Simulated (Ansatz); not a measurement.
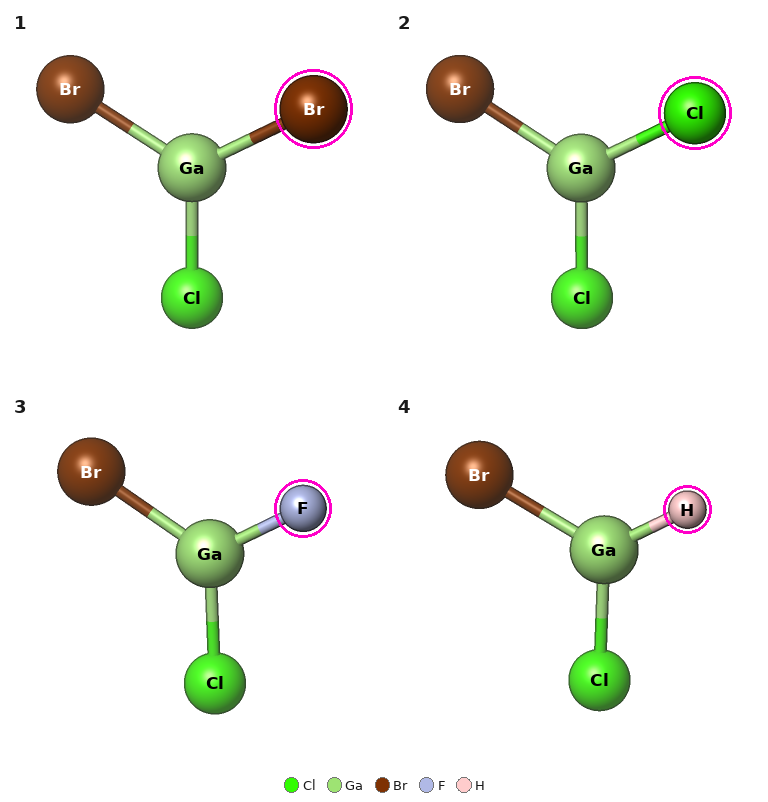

4 molecules with one skeleton, seen from the same side and at one scale; the atom that differs is circled. Charge 0, singlet. Computed geometries: PBE0-D4/def2-TZVP optimisations, one conformation each. Properties computed with Ansatz 0.2.0.

One atom differs, called X below: Br in panel 1, Cl in panel 2, F in panel 3, H in panel 4. Their formulas are GaBr2Cl (`[Cl][Ga]([Br])[Br]`), GaBrCl2 (`[Cl][Ga]([Cl])[Br]`), GaBrClF (`[F][Ga]([Cl])[Br]`), BrClGaH (`[Cl][GaH][Br]`).

Rank them by the HOMO energy (Kohn–Sham orbital), lowest first (B3LYP-D4/def2-TZVPP).

3 (F), 2 (Cl), 1 (Br), 4 (H).

Rank them by the length of X–Ga, lowest first (PBE0-D4/def2-TZVP).

4 (H), 3 (F), 2 (Cl), 1 (Br).

Give the values. With PBE0-D4/def2-TZVP: length of X–Ga (Å), angle Cl–Ga–X (°). With B3LYP-D4/def2-TZVPP: dipole moment (D), HOMO energy (Kohn–Sham orbital) (eV), HOMO–LUMO gap (eV).

```csv
quantity,1 (Br),2 (Cl),3 (F),4 (H)
length of X–Ga (Å),2.258,2.115,1.735,1.547
angle Cl–Ga–X (°),119.6,119.2,117.5,121.7
dipole moment (D),0.30,0.32,1.07,1.55
HOMO energy (Kohn–Sham orbital) (eV),−8.55,−8.72,−8.92,−8.36
HOMO–LUMO gap (eV),6.10,6.36,6.48,6.30
```
